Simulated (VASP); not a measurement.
Band structure of CaSe (rock salt). Level of theory: revTPSS meta-GGA, VASP's PBE PAW potentials (set 64) (plane waves; VASP).

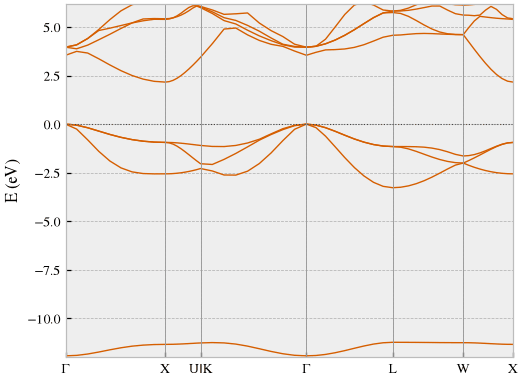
Bands along high-symmetry lines, zero at the valence-band maximum or, without a gap, the Fermi level

Q: Read the plot: is there a gap, and where are the band edges?

A: The gap is indirect, 2.16 eV, from the valence maximum at Γ to the conduction minimum at X.

Measured: gap 3.85 eV (computed value off by -1.69 eV), as given by Abedi et al., (2022), arXiv:2211.14644.

The compound is CaSe in the rock salt structure. It was relaxed first.
